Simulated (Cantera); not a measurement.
Feed: 1 mol MgO, 2.2 mol CO, 0.12 mol H2, held at 0.0100 bar.

Equilibrium computed with Cantera from the NASA thermochemical tables; the gas is ideal and each condensed phase is pure. Candidate condensed phases: C, C6H6, C7H8, C8H18, H2O, Mg, MgCO3, MgO, Mg(OH)2; 116 gas species. Kinetics and transport are ignored.

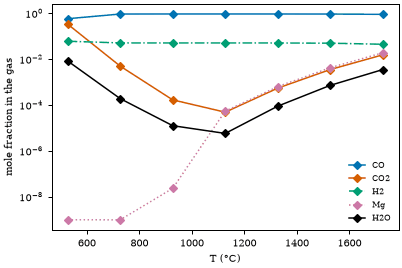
*Equilibrium gas composition (values under 1e-9 drawn at 1e-9)*

Read off the mole fractions at 727 °C.

CO about 0.94, H2 about 0.052, CO2 about 0.0050, H2O about 0.00019.
